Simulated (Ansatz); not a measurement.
## What Rh → W does to hypothetical zinc blende RhSb

Start from RhSb in the zinc blende structure (space group F-43m, No. 216; a = 5.904 Å; a hypothetical phase, not in the database extracts checked).

It is then changed as follows: every Rh is replaced by W, then cell and atoms are relaxed.

Method: PBE, PAW, 420 eV (Ansatz, an electronic-structure program; scalar-relativistic without spin-orbit coupling). k-mesh 13×13×13 (Γ-centred); smearing 0.05 eV (Fermi–Dirac), for the changed cell.

```csv
quantity,base,changed,shift
volume per atom,25.73 Å³,29.03 Å³,+3.30 Å³
lattice parameter a,5.904 Å,6.147 Å,+0.243 Å
space group,F-43m (No. 216),F-43m (No. 216),–
shortest interatomic distance,2.557 Å,2.662 Å,+0.105 Å
band gap,zero,zero,–
```

Final structure:

```xyz
2
Lattice="0.0000 3.0735 3.0735 3.0735 0.0000 3.0735 3.0735 3.0735 0.0000" Properties=species:S:1:pos:R:3 pbc="T T T"
Sb     1.5367     1.5367     1.5367
W      0.0000     0.0000     0.0000
```

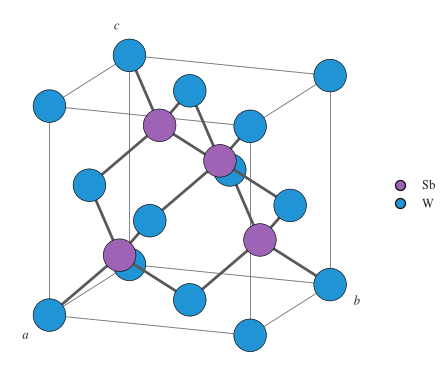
Figure: The relaxed conventional cell after the change

Whether these cells are dynamically stable was not tested. As relaxed here, WSb is a hypothetical phase, not in the database extracts checked. The final runs are not spin-polarised. An odd electron count without spin: WSb. WSb has a high density of states at the Fermi level and may be magnetic at this level.
